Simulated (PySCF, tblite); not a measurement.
**CH₅O₂Si radical, a cluster model of a defect (Si site with back bonds O, [H], OC): EPR parameters**

What EPR parameters should one expect for `CO[SiH]O`? It is drawn as: dangling bond.

Computed with tblite 0.8.0 and PySCF 2.14.0; each step states its level. No surroundings beyond the atoms listed, unless a continuum is named. Atoms count from 0, parts from 1.

## Step 1: The system as given

9 atoms, charge 0, multiplicity 2; geometry: distance geometry start.

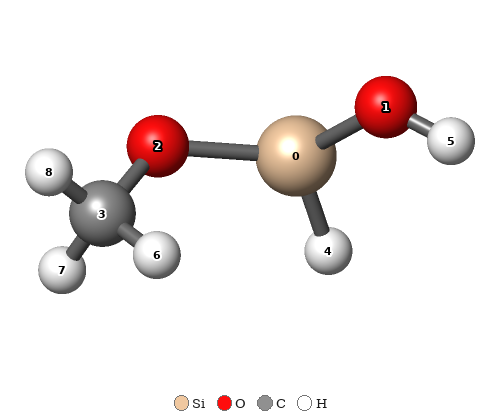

The starting geometry (silicon light orange, oxygen red, carbon grey, hydrogen white), atoms numbered.

## Step 2: Geometry optimisation with GFN2-xTB

Job settings and geometry (Å):

```
{"job": {"kind": "relax", "xc": "GFN2-xTB", "basis": "xTB"}, "charge": 0, "multiplicity": 2}
Si    -1.131628    -1.154893     0.529425
O      0.194100    -1.721982     1.554916
O     -0.908990    -1.277913    -1.223441
C     -0.162044    -0.414808    -1.987812
H     -1.799945     0.017322     0.983216
H      0.550966    -1.279831     2.340008
H      0.500992     0.128793    -1.362771
H     -0.813079     0.272865    -2.445256
H      0.379280    -0.917983    -2.700540
```

Level: GFN2-xTB geometry optimisation, gas phase.

Command:

```console
> OMP_NUM_THREADS=1 python cluster_run.py task.json out
```

One launch serves the whole session: the jobs run in the order shown.

Log:

```text
step      E/eV     max force
  0    -395.64248    3.605
  1    -396.06307    2.038
  2    -396.24555    0.893
  3    -396.28927    0.788
  4    -396.36869    0.830
  5    -396.39043    0.534
  6    -396.41540    0.316
  7    -396.42358    0.297
  8    -396.43304    0.349
  9    -396.43878    0.280
 10    -396.44288    0.176
 11    -396.44582    0.179
 12    -396.44806    0.149
 13    -396.44969    0.130
 14    -396.45158    0.143
 15    -396.45394    0.213
 16    -396.45677    0.245
 17    -396.45996    0.201
 18    -396.46329    0.177
 19    -396.46698    0.158
 20    -396.47056    0.162
 21    -396.47362    0.169
 22    -396.47497    0.277
 23    -396.47789    0.173
 24    -396.48085    0.151
 25    -396.48565    0.186
 26    -396.48854    0.184
 27    -396.49032    0.118
 28    -396.49217    0.118
 29    -396.49399    0.169
 30    -396.49587    0.166
 31    -396.49704    0.111
 32    -396.49767    0.074
 33    -396.49843    0.081
 34    -396.49993    0.122
 35    -396.50130    0.141
 36    -396.50237    0.127
 37    -396.50292    0.095
 38    -396.50333    0.074
 39    -396.50386    0.094
 40    -396.50447    0.082
 41    -396.50485    0.112
 42    -396.50495    0.090
 43    -396.50521    0.038
 44    -396.50539    0.052
 45    -396.50589    0.090
 46    -396.50622    0.092
 47    -396.50680    0.065
 48    -396.50735    0.069
 49    -396.50864    0.072
 50    -396.51022    0.138
 51    -396.51179    0.181
 52    -396.51345    0.185
 53    -396.51520    0.058
 54    -396.51547    0.167
 55    -396.51602    0.112
 56    -396.51625    0.033
 57    -396.51632    0.030
 58    -396.51644    0.045
 59    -396.51663    0.056
 60    -396.51683    0.053
 61    -396.51716    0.050
 62    -396.51764    0.073
 63    -396.51825    0.083
 64    -396.51895    0.070
 65    -396.51950    0.060
 66    -396.51967    0.035
 67    -396.51974    0.025
 68    -396.51979    0.021
 69    -396.51983    0.018
 70    -396.51987    0.019
 71    -396.51994    0.023
 72    -396.52003    0.034
 73    -396.52020    0.048
 74    -396.52047    0.062
 75    -396.52094    0.078
 76    -396.52173    0.098
 77    -396.52294    0.119
 78    -396.52422    0.091
 79    -396.52459    0.168
 80    -396.52551    0.098
 81    -396.52609    0.050
 82    -396.52628    0.072
 83    -396.52642    0.048
 84    -396.52655    0.039
 85    -396.52668    0.031
 86    -396.52679    0.024
 87    -396.52682    0.019
 88    -396.52685    0.013
 89    -396.52686    0.007
```

Run time: 1.9 s. Hardware: 1 thread of Arm Neoverse N1, shared host.

The steps of the relaxation:

```csv
step,energy from step 0 (eV),largest force (eV/Å)
0,0.0000,3.6055
3,-0.6468,0.7884
6,-0.7729,0.3159
9,-0.7963,0.2806
12,-0.8056,0.1499
15,-0.8115,0.2132
18,-0.8208,0.1766
21,-0.8311,0.1685
24,-0.8384,0.1515
27,-0.8478,0.1173
30,-0.8534,0.1660
33,-0.8560,0.0811
36,-0.8599,0.1272
39,-0.8614,0.0939
42,-0.8625,0.0899
45,-0.8634,0.0896
48,-0.8649,0.0696
51,-0.8693,0.1806
54,-0.8730,0.1670
57,-0.8738,0.0294
60,-0.8744,0.0527
63,-0.8758,0.0827
66,-0.8772,0.0348
69,-0.8774,0.0184
72,-0.8776,0.0339
75,-0.8785,0.0785
78,-0.8817,0.0910
81,-0.8836,0.0498
84,-0.8841,0.0389
87,-0.8843,0.0188
89,-0.8844,0.0075
```

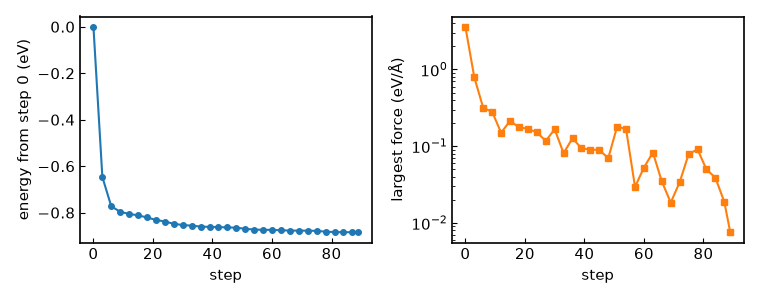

Energy and largest force along the relaxation.

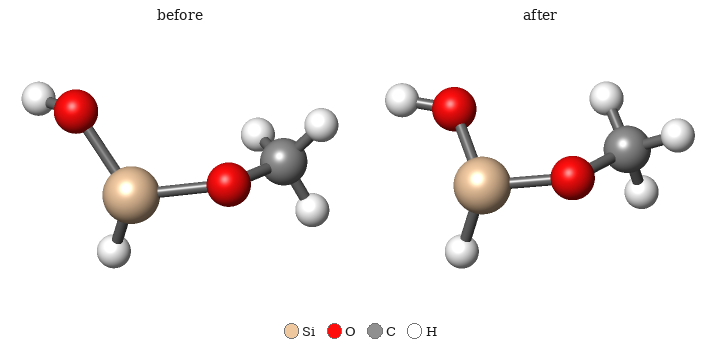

The geometry before (left) and after (right).

Close pairs (by a distance rule), those that changed most:

```csv
bond,before (Å),after (Å),change (Å)
Si0–O2,1.771,1.615,-0.156
Si0–O1,1.769,1.644,-0.125
C3–H8,1.027,1.091,+0.064
C3–H7,1.052,1.093,+0.041
Si0–H4,1.424,1.460,+0.036
O2–C3,1.374,1.405,+0.031
C3–H6,1.061,1.091,+0.030
O1–H5,0.969,0.951,-0.018
```

## Step 3: Relaxing the molecule at PBE0-D3(BJ)/def2-SVP

Job settings and geometry (Å):

```
{"job": {"xc": "PBE0", "basis": "def2-SVP", "d3": "d3bj", "grid": 2, "kind": "geom", "shake": 0.01}, "charge": 0, "multiplicity": 2}
Si    -0.783652    -0.641619     0.986872
O      0.663495    -0.387280     1.672313
O     -0.616768    -0.600815    -0.627243
C      0.280892     0.235482    -1.376186
H     -1.698651     0.434135     1.439683
H      0.784167    -0.410008     2.615439
H      1.225106     0.349867    -0.883052
H     -0.195709     1.222467    -1.506067
H      0.385367    -0.225377    -2.330309
```

Log:

```text
step   0  E = -480.49428794  max force = 0.039291
step   1  E = -480.49893547  max force = 0.009096
step   2  E = -480.49914018  max force = 0.002113
step   3  E = -480.49917686  max force = 0.000657
step   4  E = -480.49918800  max force = 0.000638
step   5  E = -480.49920699  max force = 0.001172
step   6  E = -480.49925824  max force = 0.002628
step   7  E = -480.49950789  max force = 0.007604
step   8  E = -480.49955080  max force = 0.010874
step   9  E = -480.50027588  max force = 0.007518
step  10  E = -480.50093603  max force = 0.005801
step  11  E = -480.50114960  max force = 0.003108
step  12  E = -480.50129381  max force = 0.002210
step  13  E = -480.50134098  max force = 0.001331
step  14  E = -480.50138507  max force = 0.001037
step  15  E = -480.50144486  max force = 0.002068
step  16  E = -480.50153609  max force = 0.003032
step  17  E = -480.50168583  max force = 0.003739
step  18  E = -480.50178204  max force = 0.003726
step  19  E = -480.50187561  max force = 0.002056
step  20  E = -480.50191160  max force = 0.000997
step  21  E = -480.50192095  max force = 0.000715
step  22  E = -480.50192465  max force = 0.000289
optimisation converged
```

Wall time 3.7 min (1 thread of Arm Neoverse N1, shared host); peak memory 0.46 GiB.

Step by step:

```csv
step,energy from step 0 (eV),largest force component (eV/Å)
0,0.0000,2.0204
1,-0.1265,0.4677
2,-0.1320,0.1087
3,-0.1330,0.0338
4,-0.1333,0.0328
5,-0.1339,0.0603
6,-0.1352,0.1351
7,-0.1420,0.3910
8,-0.1432,0.5592
9,-0.1629,0.3866
10,-0.1809,0.2983
11,-0.1867,0.1598
12,-0.1906,0.1136
13,-0.1919,0.0684
14,-0.1931,0.0533
15,-0.1947,0.1063
16,-0.1972,0.1559
17,-0.2013,0.1923
18,-0.2039,0.1916
19,-0.2065,0.1057
20,-0.2075,0.0513
21,-0.2077,0.0368
22,-0.2078,0.0149
```

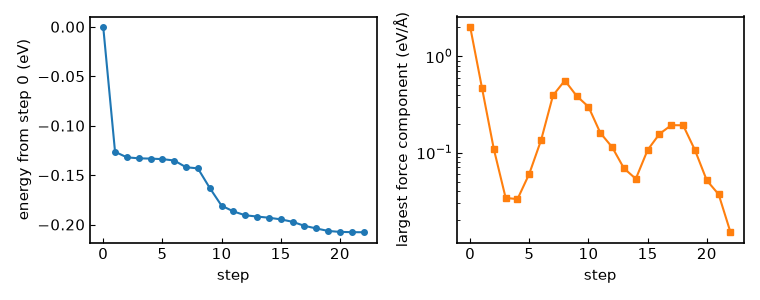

Energy and largest force along the relaxation.

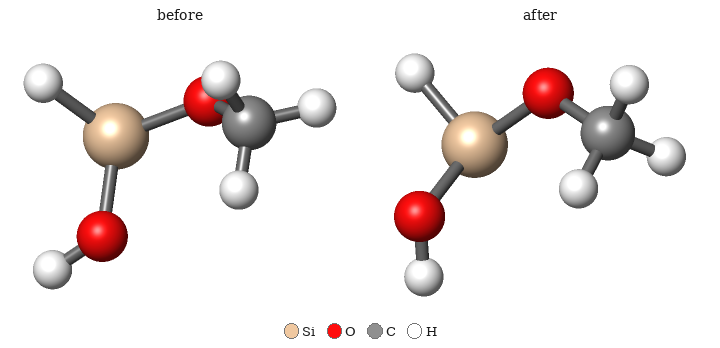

The geometry before (left) and after (right).

Distances of close pairs at the start and the end, largest changes first:

```csv
bond,before (Å),after (Å),change (Å)
Si0–O1,1.621,1.671,+0.050
Si0–O2,1.623,1.661,+0.038
O2–C3,1.437,1.401,-0.037
C3–H8,1.065,1.101,+0.036
C3–H6,1.071,1.105,+0.033
Si0–H4,1.483,1.496,+0.013
O1–H5,0.951,0.961,+0.010
C3–H7,1.104,1.104,+0.000
```

The final coordinates are the input of the step that follows.

```csv
at the end point,value
point group (found at 0.08 Å tolerance),C1
"rotational constants (GHz, main isotopes)","12.280, 4.137, 3.290"
dipole moment (D),2.22
⟨S²⟩,0.752
```

## Step 4: EPR parameters: B3LYP/IGLO-III+pcH-1

Job settings and geometry (Å):

```
{"job": {"kind": "epr"}, "charge": 0, "multiplicity": 2}
Si    -0.727377    -0.706172     1.007873
O      0.266611     0.276463     1.923962
O     -0.758435    -0.164753    -0.562357
C      0.360008     0.157614    -1.341887
H     -2.145359    -0.562010     1.463300
H      1.030267    -0.140475     2.331593
H      0.805293    -0.743135    -1.801082
H      1.140271     0.671546    -0.753486
H      0.043822     0.830680    -2.153458
```

With the program's defaults for keys left out, this is: UKS B3LYP, IGLO-III on C O Si, pcH-1 on H, non-relativistic, mean-field spin-orbit, GIAO.

Log:

```text
UKS, coarse grid
  cycle   1  E = -481.00739540  |g| = 7.44e-01
  cycle   2  E = -480.42415094  |g| = 1.43e+00
  cycle   3  E = -481.19648428  |g| = 8.06e-02
  cycle   4  E = -481.19834848  |g| = 5.34e-02
  cycle   5  E = -481.19919842  |g| = 1.99e-02
  cycle   6  E = -481.19934157  |g| = 1.68e-03
  cycle   7  E = -481.19934377  |g| = 6.38e-04
UKS, final grid
  cycle   1  E = -481.19931252  |g| = 6.42e-04
  cycle   2  E = -481.19931230  |g| = 1.03e-03
  cycle   3  E = -481.19931269  |g| = 1.53e-04
  cycle   4  E = -481.19931270  |g| = 3.05e-05
  cycle   5  E = -481.19931270  |g| = 1.98e-05
E = -481.19931270 Eh   <S^2> = 0.7518 (exact 0.7500)
g shifts (ppm)      1          2          3
  rmc          -172       -172       -172
  gc             73         61          7
  oz_so       -1231       -468         31
  total       -1330       -579       -134
hyperfine (MHz)  atom isotope    a_iso     a_fc   dipolar eigenvalues
    0  29Si    -665.20    -666.28   -129.30     63.61     65.69
    1   17O      -7.80      -7.79    -30.83     14.74     16.09
    2   17O     -16.84     -16.80    -34.71     16.92     17.79
    3   13C      -0.60      -0.61     -0.88     -0.55      1.44
    4    1H     198.99     198.99     -5.61     -1.34      6.95
    5    1H       2.91       2.91    -10.81     -4.27     15.07
    6    1H       5.56       5.55     -2.63     -1.68      4.31
    7    1H       0.51       0.50     -2.35     -1.55      3.90
    8    1H       3.30       3.30     -1.76     -1.35      3.11
```

It took 46 s on 1 thread of Arm Neoverse N1, shared host; peak memory 0.58 GiB.

Principal g values 2.00099, 2.00174, 2.00219; g(iso) = 2.00164, against 2.00232 for a free electron.

Hyperfine couplings, nucleus by nucleus at this fixed geometry (no averaging over rotations):

```csv
nuclei,isotope,a(iso) (MHz),"a(iso) (G, at g = 2.0023)",largest dipolar term (MHz)
Si0,29Si,-665.2,-237.4,-129.3
H4,1H,199.0,71.0,6.9
O2,17O,-16.8,-6.0,-34.7
O1,17O,-7.8,-2.8,-30.8
H6,1H,5.6,2.0,4.3
H8,1H,3.3,1.2,3.1
H5,1H,2.9,1.0,15.1
C3,13C,-0.6,-0.2,1.4
H7,1H,0.5,0.2,3.9
```

Mulliken spin populations:

```csv
atom,value (e)
Si0,0.81
O1,0.03
O2,0.06
C3,-0.01
H4,0.10
H5,0.00
H6,0.01
H7,0.00
H8,0.00
```

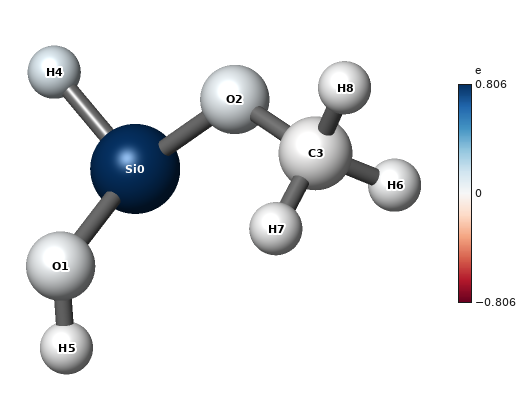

Mulliken spin populations, as colours on the atoms.

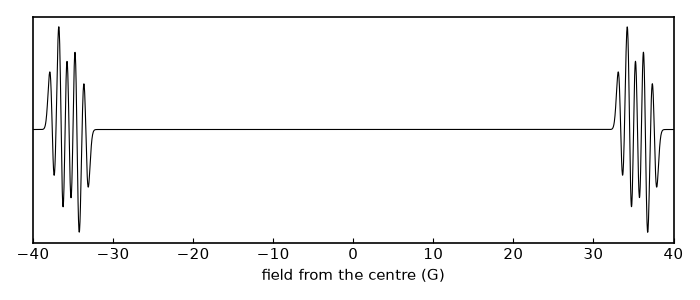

First-order isotropic spectrum (first derivative, main isotopes with spin only, couplings over 0.8 MHz, Gaussian width 0.3 G; couplings of the frozen geometry, rotation of groups not averaged beyond the rows shown).

## Step 5: g tensor and hyperfine couplings: BHandHLYP/IGLO-III+pcH-1

Settings changed since step 4:

```diff
@@ -1,2 +1,2 @@
-{"job": {"kind": "epr"}, "charge": 0, "multiplicity": 2}
+{"job": {"kind": "epr", "xc": "BHandHLYP"}, "charge": 0, "multiplicity": 2}
 Si    -0.727377    -0.706172     1.007873
```

Method: UKS BHandHLYP, IGLO-III on C O Si, pcH-1 on H, non-relativistic, mean-field spin-orbit, GIAO.

Log:

```text
UKS, coarse grid
  cycle   1  E = -480.93170443  |g| = 6.18e-01
  cycle   2  E = -480.85115489  |g| = 7.93e-01
  cycle   3  E = -481.06993299  |g| = 3.68e-02
  cycle   4  E = -481.07070806  |g| = 1.26e-02
  cycle   5  E = -481.07078869  |g| = 7.13e-03
  cycle   6  E = -481.07081222  |g| = 1.93e-03
  cycle   7  E = -481.07081558  |g| = 7.51e-04
UKS, final grid
  cycle   1  E = -481.07079653  |g| = 6.05e-04
  cycle   2  E = -481.07079663  |g| = 6.05e-04
  cycle   3  E = -481.07079677  |g| = 1.14e-04
  cycle   4  E = -481.07079679  |g| = 8.05e-05
  cycle   5  E = -481.07079679  |g| = 6.80e-06
E = -481.07079679 Eh   <S^2> = 0.7530 (exact 0.7500)
g shifts (ppm)      1          2          3
  rmc          -173       -173       -173
  gc             77         66         14
  oz_so       -1310       -489         58
  total       -1406       -596       -102
hyperfine (MHz)  atom isotope    a_iso     a_fc   dipolar eigenvalues
    0  29Si    -706.19    -707.26   -136.06     66.43     69.63
    1   17O     -11.24     -11.23    -30.12     14.39     15.73
    2   17O     -23.08     -23.04    -32.66     15.89     16.77
    3   13C      -1.47      -1.47     -0.87     -0.50      1.37
    4    1H     201.49     201.49     -5.43     -1.06      6.48
    5    1H       1.74       1.74    -10.84     -4.47     15.31
    6    1H       3.33       3.33     -2.66     -1.71      4.36
    7    1H       0.45       0.45     -2.33     -1.61      3.94
    8    1H       1.94       1.94     -1.68     -1.34      3.02
```

It took 47 s on 1 thread of Arm Neoverse N1, shared host; peak memory 0.58 GiB.

In short: g(iso) 2.00162.

## Step 6: Run by run: EPR parameters

g, ⟨S²⟩ and isotropic hyperfine couplings (MHz), with basis size and wall time:

```csv
run,g(iso),⟨S²⟩,29Si Si0,1H H4,17O O2,17O O1,1H H6,functions,time
B3LYP/IGLO-III+pcH-1,2.00164,0.752,-665.2,199.0,-16.8,-7.8,5.6,199,46 s
BHandHLYP/IGLO-III+pcH-1,2.00162,0.753,-706.2,201.5,-23.1,-11.2,3.3,199,47 s
```

## Step 7: Results

```
                            quantity                    value
                         point group                       C1
rotational constants (main isotopes)    12.28, 4.14, 3.29 GHz
                      g(iso) (B3LYP)                  2.00164
                                ⟨S²⟩       0.752 (exact 0.75)
                      largest a(iso)  29Si on Si0, -665.2 MHz
```

**Reading.** The optimisation took 22 steps and gained 0.208 eV; among the close pairs (by a distance rule), Si0–O1 changed most, from 1.621 to 1.671 Å (PBE0/def2-SVP). No frequency check was run at this level, so the end point may be a saddle. Si0 carries the largest spin population, 0.81 e. The isotropic g lies 0.7 ppt below the free-electron value. The coupling of 29Si on Si0 runs from -706.2 (BHandHLYP/IGLO-III+pcH-1) to -665.2 MHz (B3LYP/IGLO-III+pcH-1).
